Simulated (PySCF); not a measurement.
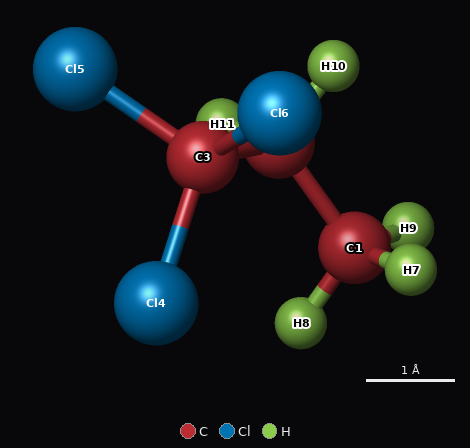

Fig. 1: The structure as given in the input (ball-and-stick view, seen at a tilt; atoms are numbered from 1 in the order of the input). Bond lengths as drawn: C–C 1.52 to 1.53 Å, C–Cl 1.77 to 1.79 Å and C–H 1.09 Å.

## C3H5Cl3: a changed input and its effect

System: C3H5Cl3 (1,1,1-trichloropropane).
Method of the first run: GIAO PBE0/pcSseg-1 NMR shielding, non-relativistic, gas phase (PySCF 2.14.0).

The geometry comes from this level: GFN2-xTB, NEB image 2 of 0 to 8. Text and figures count atoms from 1; the logs count them from 0 in places.

**The input, the first run**
```
{"job": {"kind": "nmr", "xc": "PBE0", "basis": "pcSseg-1", "pop": false}, "charge": 0, "multiplicity": 1}
C     -1.337700     0.221600     0.259300
C     -0.070500    -0.626300     0.241400
C      1.209100     0.175200     0.023300
Cl     0.973800     1.592800    -1.017200
Cl     2.448100    -0.854100    -0.747100
Cl     1.862800     0.749900     1.577300
H     -1.286400     0.991500     1.024200
H     -1.493500     0.699000    -0.704000
H     -2.188900    -0.421600     0.464000
H      0.035100    -1.155300     1.191000
H     -0.146500    -1.369900    -0.553300
```

The first line tells a small driver script what to run in PySCF; the rest is the geometry in Å.

Command:
```bash
OMP_NUM_THREADS=1 python <driver script> task.json out
```

Hardware: 1 CPU thread, shared host.

**Output (the first run)**
```
coarse grid: 11232 points
cycle   1  E = -1497.1262641553  dE =  6.690e-01  |g| = 5.933e-01  |ddm| = 3.038e+00
cycle   2  E = -1496.9526067937  dE =  1.737e-01  |g| = 1.096e+00  |ddm| = 1.327e+00
cycle   3  E = -1497.2144016863  dE = -2.618e-01  |g| = 8.497e-02  |ddm| = 8.925e-01
cycle   4  E = -1497.2157398348  dE = -1.338e-03  |g| = 4.382e-02  |ddm| = 1.060e-01
cycle   5  E = -1497.2162153714  dE = -4.755e-04  |g| = 6.318e-03  |ddm| = 4.496e-02
cycle   6  E = -1497.2162247875  dE = -9.416e-06  |g| = 1.148e-03  |ddm| = 8.556e-03
final grid: 95728 points
cycle   7  E = -1497.2496529392  dE = -3.592e-05  |g| = 7.123e-03  |ddm| = 2.259e-02
cycle   8  E = -1497.2496460413  dE =  6.898e-06  |g| = 8.339e-03  |ddm| = 1.222e-02
cycle   9  E = -1497.2496626722  dE = -1.663e-05  |g| = 1.911e-03  |ddm| = 8.497e-03
cycle  10  E = -1497.2496633972  dE = -7.250e-07  |g| = 4.835e-04  |ddm| = 2.067e-03
cycle  11  E = -1497.2496634523  dE = -5.513e-08  |g| = 4.242e-05  |ddm| = 3.921e-04
cycle  12  E = -1497.2496634527  dE = -3.899e-10  |g| = 1.239e-05  |ddm| = 6.175e-05
converged SCF energy = -1497.2496634527

GIAO shielding tensors (ppm)
atom      isotropic    diamagn.    paramagn.     s11        s22        s33       span
  0 C      172.061     245.340     -73.280    158.627    173.634    183.921     25.294
  1 C      133.446     244.950    -111.504    108.827    120.411    171.099     62.273
  2 C       61.360     240.656    -179.296     52.322     60.114     71.645     19.323
  3 Cl     508.955    1145.205    -636.250    176.777    437.873    912.214    735.437
  4 Cl     428.144    1144.701    -716.558    111.118    227.064    946.249    835.130
  5 Cl     458.934    1144.867    -685.933    115.110    300.127    961.564    846.453
  6 H       30.435      28.043       2.392     26.027     29.375     35.904      9.877
  7 H       29.985      28.281       1.704     24.861     30.232     34.861      9.999
  8 H       30.636      27.729       2.907     25.765     27.395     38.749     12.984
  9 H       28.822      28.475       0.347     24.838     28.827     32.802      7.964
 10 H       29.021      28.539       0.481     23.439     30.254     33.369      9.930
```

For the second run the input was changed thus:
```diff
-C     -1.337700     0.221600     0.259300
-C     -0.070500    -0.626300     0.241400
-C      1.209100     0.175200     0.023300
-Cl     0.973800     1.592800    -1.017200
-Cl     2.448100    -0.854100    -0.747100
-Cl     1.862800     0.749900     1.577300
-H     -1.286400     0.991500     1.024200
-H     -1.493500     0.699000    -0.704000
-H     -2.188900    -0.421600     0.464000
-H      0.035100    -1.155300     1.191000
-H     -0.146500    -1.369900    -0.553300
+C     -1.306600     0.227900     0.390600
+C     -0.083000    -0.639800     0.121800
+C      1.192900     0.170500    -0.019700
+Cl     1.084500     1.314200    -1.375100
+Cl     2.571800    -0.918900    -0.328900
+Cl     1.542900     1.090000     1.459600
+H     -1.184700     0.788000     1.313300
+H     -1.466600     0.928700    -0.423900
+H     -2.185000    -0.404900     0.481800
+H      0.061000    -1.347300     0.941100
+H     -0.221900    -1.205800    -0.801600
```

How does the second run compare with the first run?

With the same method and basis, the second run lies 3.2 kcal/mol lower. The dipole moment goes from 2.21 to 2.15 D. Of all shieldings, the largest change is that of Cl6, by +47.1 ppm. The number of SCF iterations is the same.

**Output (the second run)**
```
coarse grid: 11232 points
cycle   1  E = -1497.1333939583  dE =  6.725e-01  |g| = 5.882e-01  |ddm| = 3.030e+00
cycle   2  E = -1496.9665997824  dE =  1.668e-01  |g| = 1.078e+00  |ddm| = 1.308e+00
cycle   3  E = -1497.2198184029  dE = -2.532e-01  |g| = 8.489e-02  |ddm| = 8.797e-01
cycle   4  E = -1497.2211675559  dE = -1.349e-03  |g| = 4.317e-02  |ddm| = 1.051e-01
cycle   5  E = -1497.2216281307  dE = -4.606e-04  |g| = 6.363e-03  |ddm| = 4.475e-02
cycle   6  E = -1497.2216377293  dE = -9.599e-06  |g| = 1.157e-03  |ddm| = 8.712e-03
final grid: 95728 points
cycle   7  E = -1497.2547887536  dE = -3.519e-05  |g| = 7.120e-03  |ddm| = 2.098e-02
cycle   8  E = -1497.2547810048  dE =  7.749e-06  |g| = 8.557e-03  |ddm| = 1.250e-02
cycle   9  E = -1497.2547985797  dE = -1.757e-05  |g| = 1.882e-03  |ddm| = 8.760e-03
cycle  10  E = -1497.2547992767  dE = -6.970e-07  |g| = 4.817e-04  |ddm| = 2.033e-03
cycle  11  E = -1497.2547993313  dE = -5.456e-08  |g| = 4.028e-05  |ddm| = 3.888e-04
cycle  12  E = -1497.2547993317  dE = -3.547e-10  |g| = 1.180e-05  |ddm| = 6.089e-05
converged SCF energy = -1497.2547993317

GIAO shielding tensors (ppm)
atom      isotropic    diamagn.    paramagn.     s11        s22        s33       span
  0 C      173.305     245.259     -71.954    162.936    168.902    188.077     25.141
  1 C      134.477     245.496    -111.020    116.437    123.236    163.757     47.320
  2 C       61.220     241.712    -180.492     53.506     64.075     66.081     12.574
  3 Cl     505.530    1145.166    -639.636    158.302    405.382    952.905    794.603
  4 Cl     449.433    1144.717    -695.285    109.992    280.645    957.661    847.669
  5 Cl     505.985    1145.073    -639.088    159.028    406.426    952.501    793.473
  6 H       30.182      28.092       2.090     25.056     30.317     35.173     10.117
  7 H       30.182      28.164       2.018     25.060     30.311     35.175     10.114
  8 H       30.590      27.792       2.798     25.844     27.331     38.596     12.752
  9 H       29.221      28.536       0.686     24.673     29.206     33.784      9.111
 10 H       29.222      28.554       0.667     24.686     29.200     33.778      9.092
```

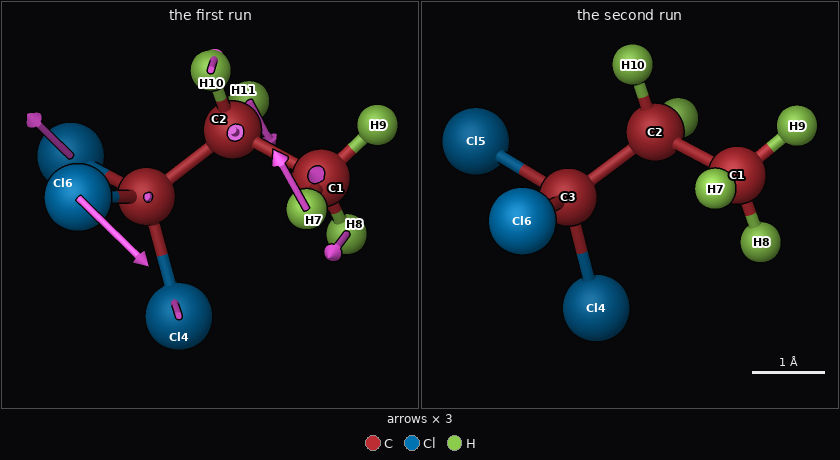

Fig. 2: The two input geometries at one scale (ball-and-stick view, seen at a tilt). The pink arrows on the first give the shifts of the atoms after the best rigid fit, magnified 3 times. The atom that moves furthest after the best rigid fit is Cl6 (0.48 Å). Largest moves by element: Cl 0.48 Å, H 0.37 Å, C 0.13 Å. Among the contacts that change: C2–C3 1.526 → 1.518 Å, C3–Cl6 1.781 → 1.777 Å.

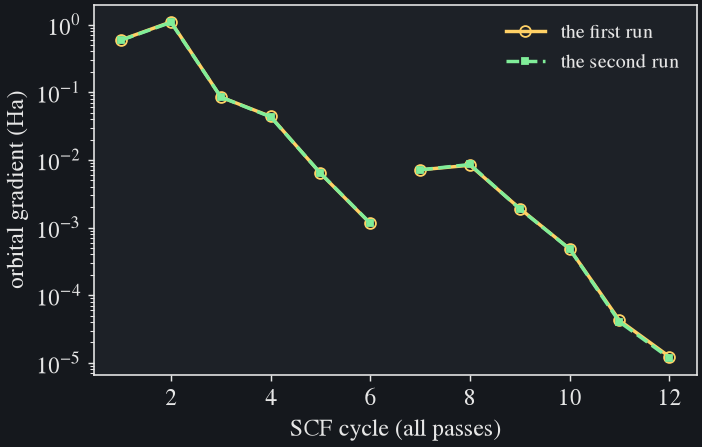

Fig. 3: Convergence of the two runs: orbital gradient against the SCF cycle. A break in a curve parts two SCF passes (coarse and final grid). The first run takes 12 cycles in all, and the second run takes 12.

**The two runs side by side**

| quantity | the first run | the second run |
| --- | --- | --- |
| outcome | converged | converged |
| total energy (hartree) | −1497.249663 | −1497.254799 |
| HOMO (eV) | −8.68 | −8.70 |
| LUMO (eV) | −0.63 | −0.63 |
| dipole moment (D) | 2.21 | 2.15 |
| shielding of C1 (ppm) | 172.1 | 173.3 |
| shielding of C2 (ppm) | 133.4 | 134.5 |
| shielding of Cl4 (ppm) | 509.0 | 505.5 |
| shielding of Cl5 (ppm) | 428.1 | 449.4 |
| shielding of Cl6 (ppm) | 458.9 | 506.0 |
| shielding of H7 (ppm) | 30.4 | 30.2 |
| shielding of H10 (ppm) | 28.8 | 29.2 |
| SCF iterations | 12 | 12 |
| basis functions | 148 | 148 |
| wall time (shared host) | 13 s | 18 s |
